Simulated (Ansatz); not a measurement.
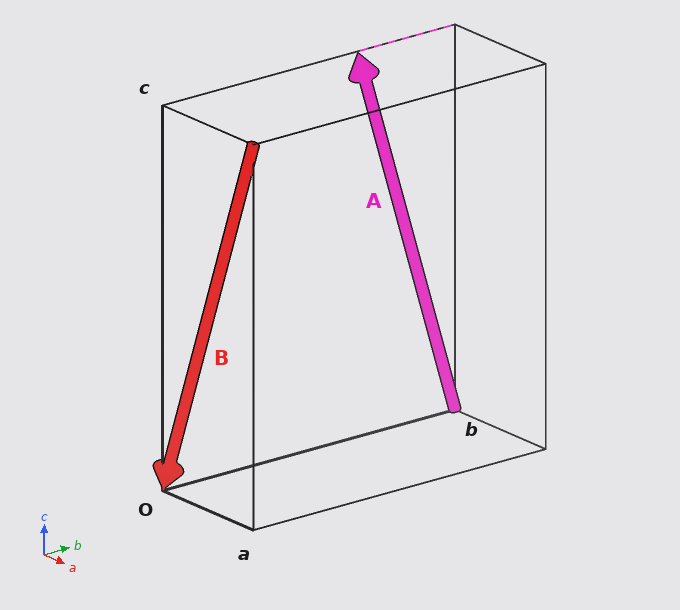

Crystal: NaBeH₂, the geometry relaxed with DFT PBE, scalar-relativistic, plane waves, PAW (Ansatz); the starting structure was generated, so it need not be a known form of this composition. Each arrow starts at a corner of the unit cell and ends on its surface; where a tip isn't a corner, dashed lines run from it parallel to the axes. Geometry calculated from the standardised cell; symmetry tolerance 0.002 Å.

a = 2.310 Å, b = 5.943 Å, c = 6.525 Å, α = 90.00°, β = 90.00°, γ = 90.00°.

### Which lattice directions are drawn?

Arrow A runs from (0, 1, 0) to (0, 2/3, 1), so [0 −1 3]; Arrow B runs from (1, 0, 1) to (0, 0, 0), so [−1 0 −1].

### How long is the vector ua + vb + wc in each case, and what angles do the directions make?

A 20.458 Å; B 6.922 Å. A–B: 154.4°.
